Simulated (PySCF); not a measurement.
C$_{3}$H$_{9}$AlF$_{2}$O

```xyz
16

C    -0.5578    1.5883   -0.4477
O    -0.4718    0.1868   -0.1900
Al   -1.8191   -0.8792    0.8502
C     0.6611   -0.4956   -0.6973
C     1.8365   -0.4234    0.2543
F     2.2765    0.8545    0.3467
F     2.8318   -1.1736   -0.2553
H    -1.5165    1.9203   -0.0335
H     0.2718    2.1180    0.0380
H    -0.5386    1.7619   -1.5345
H    -2.2218   -1.9379   -0.2857
H    -0.8464   -1.4343    2.0028
H    -2.8297    0.3101    1.2072
H     0.3704   -1.5467   -0.8388
H     0.9539   -0.0731   -1.6720
H     1.5812   -0.7802    1.2662
```

Geometry: PBE0-D3(BJ)/def2-SVP.

Level of theory: PySCF 2.14.0, PBE0/pcSseg-1, SCF density, gas phase, non-relativistic.

Predict the electron density and electron localisation function between the atoms.

Answer. C–O (1.42 Å): the density is about 2 e/Å³ at the midpoint, with its minimum of 1.7 e/Å³ about 0.5 Å from C; the ELF peaks at about 0.90 between the atoms; a shared but strongly polarised pair.
Al–O (2.01 Å): ρ at the midpoint is about 0.39 e/Å³; the ELF peaks at about 0.90 in the valence shell of O, 0.6 Å from its nucleus, and is about 0.45 at the midpoint.
C–H (1.10 Å): the density is about 2.1 e/Å³ at the midpoint; the ELF climbs to about 1 towards the hydrogen, as it does in any bond to H (an ordinary covalent bond to hydrogen).
Al–H (1.60 Å): the density is about 0.52 e/Å³ at the midpoint; the ELF climbs to about 1 towards the hydrogen.

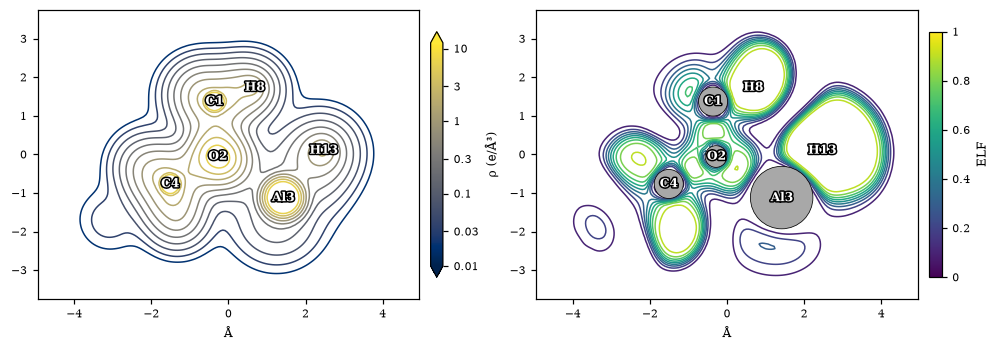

Computed electron density and electron localisation function on the plane of atoms C1, O2 and C4, in this order. Grey discs cover the atomic cores in the ELF map. 
